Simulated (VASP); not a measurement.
Energy against volume of TiC (rock salt). Computed with MS2 meta-GGA, VASP's PBE PAW potentials (set 64) (plane waves; VASP 6.6.1).

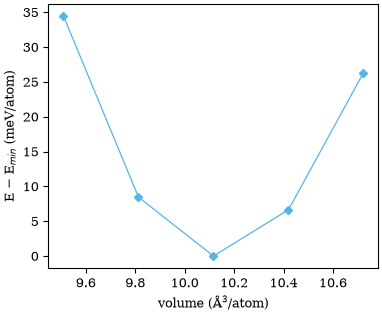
*Energy against volume*

Q: Estimate the equilibrium volume and the bulk modulus.

A: The minimum lies near 10.1 Å³/atom, and the curvature gives B0 of about 260 GPa.

Measured: a 4.330 Å (computed value off by -0.1 %), as given by Guo-Xu Zhang et al., New Journal of Physics (2018), doi:10.1088/1367-2630/aac7f0. The calculation is for a static lattice, while the measured a holds thermal and zero-point effects, which are part of the difference.

The compound is TiC in the rock salt structure. It was relaxed first.
